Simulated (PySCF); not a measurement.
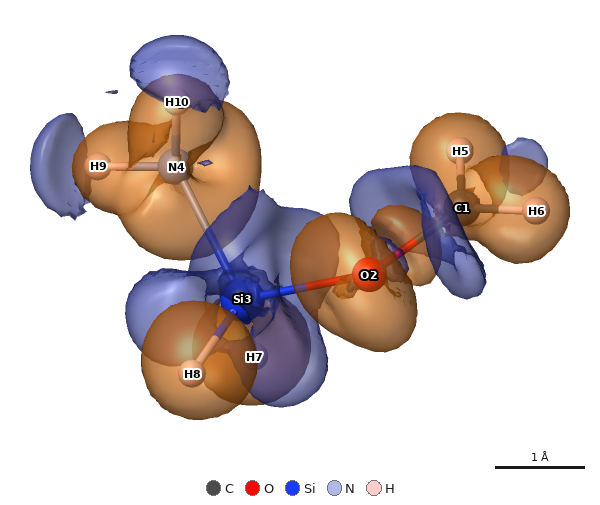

Figure 1: CH6NOSi, doublet, SMILES `[CH2]O[SiH2]N`. Deformation density (molecule less spherical, spin-averaged free atoms at the same positions), surfaces at ±0.06 e/Å³; orange: gain, blue: loss.

Computed with PySCF, PBE0/6-31+G*, geometry: GFN2-xTB. No frequency check shows the geometry to be a minimum. The stability of the open-shell solution wasn't checked. GFN2-xTB doesn't know the spin state, so this open-shell geometry is rough.

Cartesian coordinates (Å):

```
C1       1.8997    0.5107   -0.1407
O2       0.9778   -0.3559    0.2755
Si3     -0.5958   -0.5843   -0.0895
N4      -1.4381    0.9147    0.0540
H5       1.6430    1.3033   -0.8158
H6       2.8842    0.3996    0.2689
H7      -0.8068   -0.9616   -1.4872
H8      -0.8649   -1.6408    0.8800
H9      -2.4159    0.9546   -0.1810
H10     -1.2527    1.5049    0.8506
```

How much density has each bond gained at its critical point, relative to the free atoms?

Answer. N4–H9: +0.74 e/Å³ at the bond critical point (bond length 1.01 Å). N4–H10: +0.74 e/Å³ at the bond critical point (bond length 1.01 Å). C1–H6: +0.73 e/Å³ at the bond critical point (bond length 1.07 Å). C1–H5: +0.72 e/Å³ at the bond critical point (bond length 1.07 Å). Si3–H8: +0.22 e/Å³ at the bond critical point (bond length 1.46 Å). Si3–H7: +0.22 e/Å³ at the bond critical point (bond length 1.46 Å). C1–O2: +0.12 e/Å³ at the bond critical point (bond length 1.33 Å); up to 0.6 Å beside the axis the gain reaches +0.35 e/Å³. Si3–N4: +0.11 e/Å³ at the bond critical point (bond length 1.73 Å); up to 0.6 Å beside the axis the gain reaches +0.41 e/Å³. O2–Si3: +0.04 e/Å³ at the bond critical point (bond length 1.63 Å); up to 0.6 Å beside the axis the gain reaches +0.34 e/Å³. In all, 2.2 electrons gather in the regions of gain relative to the promolecule. A small or negative value marks a very polar bond, one between electron-rich atoms, whose free-atom densities already overlap strongly, a long bond to a heavier atom, or a closed-shell contact such as a hydrogen bond.

Where do the Hirshfeld charges lie?

Answer. The highest Hirshfeld charge is on Si3 (+0.42 e), the lowest on N4 (−0.32 e).

| atom | charge (e) |
| --- | --- |
| C1 | −0.04 |
| O2 | −0.22 |
| Si3 | +0.42 |
| N4 | −0.32 |
| H5 | +0.04 |
| H6 | +0.04 |
| H7 | −0.08 |
| H8 | −0.08 |
| H9 | +0.12 |
| H10 | +0.12 |
